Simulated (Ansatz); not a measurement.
Consider AlO5.

Input file:

```
crystal:
  lattice:
    - [3.0517545819, 0.0, 0.0]
    - [0.0, 3.6820529553, 0.0]
    - [0.0, 0.0, 18.091413716]
  atoms:
    - { symbol: Al, position: [0.5, 0.0, 0.9539177963] }
    - { symbol: Al, position: [0.0, 0.5, 0.0460822037] }
    - { symbol: O, position: [1.0, 0.5, 0.3554529248] }
    - { symbol: O, position: [1.0, 0.5, 0.4227745544] }
    - { symbol: O, position: [0.5, 1.0, 0.6445470752] }
    - { symbol: O, position: [0.5, 1.0, 0.5772254456] }
    - { symbol: O, position: [0.0, 0.0, 0.8889830818] }
    - { symbol: O, position: [1.0, 0.0, 0.81455395] }
    - { symbol: O, position: [0.5, 0.5, 0.9756920074] }
    - { symbol: O, position: [0.5, 0.5, 0.1110169182] }
    - { symbol: O, position: [0.5, 0.5, 0.18544605] }
    - { symbol: O, position: [0.0, 0.0, 0.0243079926] }
basis:
  ecutwfc: 500
kpoints:
  mp_grid: { grid: [12, 10, 2] }
  band_path:
    path:
      - [[0.0, 0.0, 0.0], [0.5, 0.0, 0.0], [0.5, 0.5, 0.0], [0.0, 0.5, 0.0], [0.0, 0.0, 0.0], [0.0, 0.0, 0.5], [0.5, 0.0, 0.5], [0.5, 0.5, 0.5], [0.0, 0.5, 0.5], [0.0, 0.0, 0.5]]
      - [[0.5, 0.0, 0.0], [0.5, 0.0, 0.5]]
      - [[0.0, 0.5, 0.0], [0.0, 0.5, 0.5]]
      - [[0.5, 0.5, 0.0], [0.5, 0.5, 0.5]]
    npoints: 10
hamiltonian:
  xc: r2scan
scf:
  occupations: { method: gaussian, width: 0.01 }
  n_extra_bands: 30
output:
  forces: true
  stress: true
  eigenvalues: true
  populations: true
  dos: { projected: true, de: 0.02, nscf_kmesh: { grid: [15, 12, 3] } }
  bader: false
  write_density: true
  write_potential: true
  elf: true
  volumetric_format: npy
```

Launched as:

```sh
ansatz run input.yaml --threads 1 --pin off --max-ram 2560MiB --backend cpu --events-out ev --progress --plain --runs-dir out
```

Below, planes, directions and counts refer to the conventional cell (a = 3.05 Å, b = 3.68 Å, c = 18.09 Å, α = 90.00°, β = 90.00°, γ = 90.00°).

Space group Pmmn; a generated structure, not necessarily the stable one; not relaxed (largest force 1.1 eV/Å); computed pressure about −5 GPa in this cell.

The calculation used Ansatz 0.2.0, DFT r2SCAN, scalar-relativistic, plane waves, PAW.

What can the converged valence pseudo-density and electron localisation function tell about the bonding?

Answer. O–O (1.22 Å): ρ is about 3.6 e/Å³ halfway; the ELF peaks at about 0.75 between the atoms.
Al–O (1.88 Å): the density is about 0.61 e/Å³ at the midpoint; the ELF peaks at about 0.85 in the valence shell of O, 0.6 Å from its nucleus, and is about 0.80 at the midpoint.
O–O (1.35 Å): ρ is about 2.6 e/Å³ halfway; the ELF peaks at about 0.75 between the atoms.

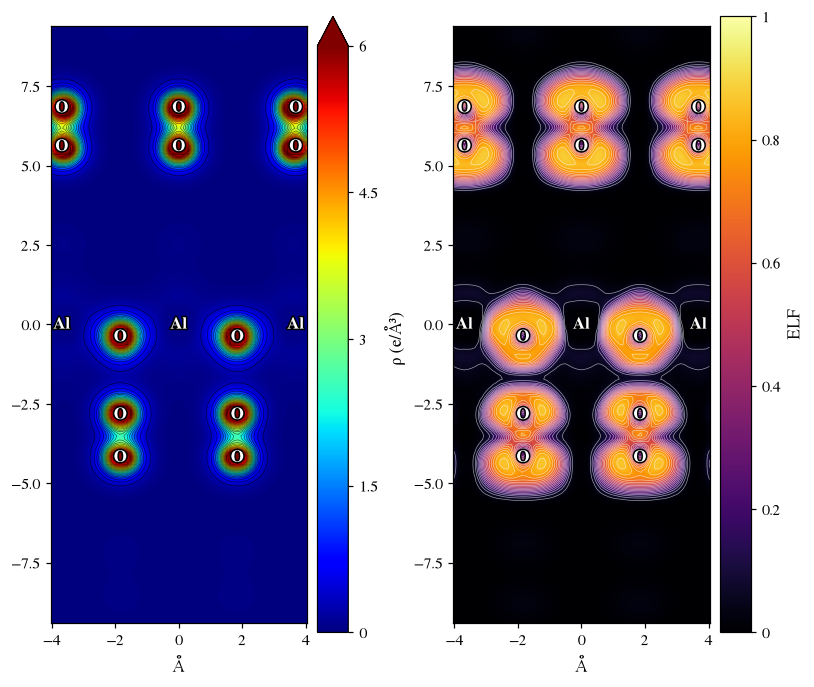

Computed valence pseudo-density and electron localisation function on the (100) plane of the conventional cell, in this order. 
